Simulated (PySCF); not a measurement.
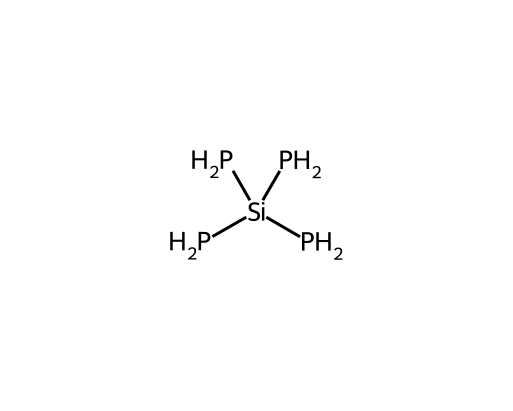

Figure made from data computed with PySCF.

Question: Transcribe the drawing into SMILES.

Answer: P[Si](P)(P)P

Question: What is the molecular formula?

Answer: H8P4Si.
